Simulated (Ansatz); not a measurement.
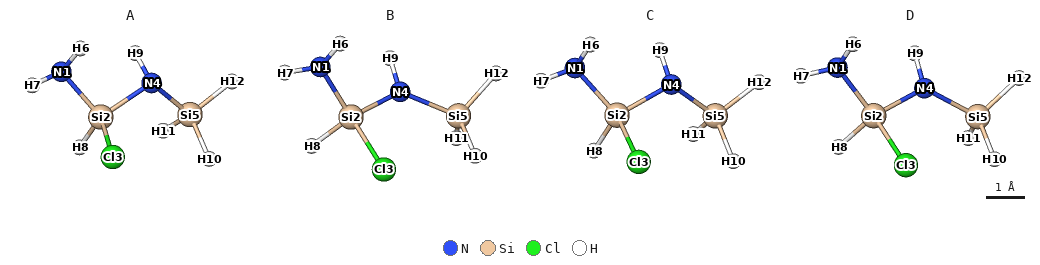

4 geometries from one relaxation of Si2N2H7Cl (coarse preliminary run), in shuffled order. A ball-and-stick model, seen from a free direction.

The start comes from a force field.

Theory: RKS PBE-D4/def2-SVP (Ansatz). (force threshold 0.03 eV/Å; at most 200 steps)

**Put them in the order of the run, from the start to the converged end.**

A, C, D, B. They are steps 0, 2, 6, 10, at +129.0 kJ/mol, +14.4 kJ/mol, +1.69 kJ/mol relative to the last. H11 moves most after the best rigid fit: 0.94 Å. Largest moves by element: H 0.94 Å, N 0.61 Å, Cl 0.58 Å, Si 0.26 Å. Some distances before and after: Si2–Si5 2.761 → 3.210 Å, N4–Si5 1.634 → 1.760 Å, Si2–Cl3 2.010 → 2.101 Å, N1–Si2 1.638 → 1.728 Å. Among the angles between lasting bonds that change: Si2–N4–Si5 112.5° → 133.2°, Si2–N1–H6 106.0° → 118.9°, Si2–N4–H9 101.9° → 111.3°. Over 10 geometry steps the energy falls by 129.0 kJ/mol. The largest force component goes from 4 to 0.027 eV/Å.
